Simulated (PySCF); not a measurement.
Vertical excitations of a molecule C₅H₄F₂O from TDA-PBE/def2-SVPD (PySCF), as energy in eV (oscillator strength): 3.04 (0.000), 5.45 (0.000), 5.59 (0.000), 5.74 (0.190), 6.07 (0.002), 6.52 (0.021). Lowest triplet (TDA): 2.61 eV. Geometry: PBE0-D3(BJ)/def2-SVP. The values are those of a single conformer.

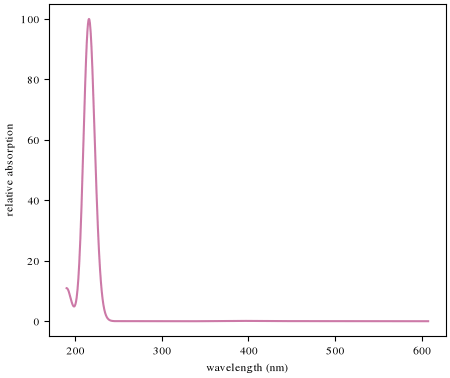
Figure. The lines broadened by 0.4 eV.

Which molecule gave these data?
A) FC1=CCC=C(F)O1
B) Cc1c(F)coc1F
C) O=C1C=CC(F)(F)C1
D) O=C1C=CCC1(F)F

D, O=C1C=CCC1(F)F
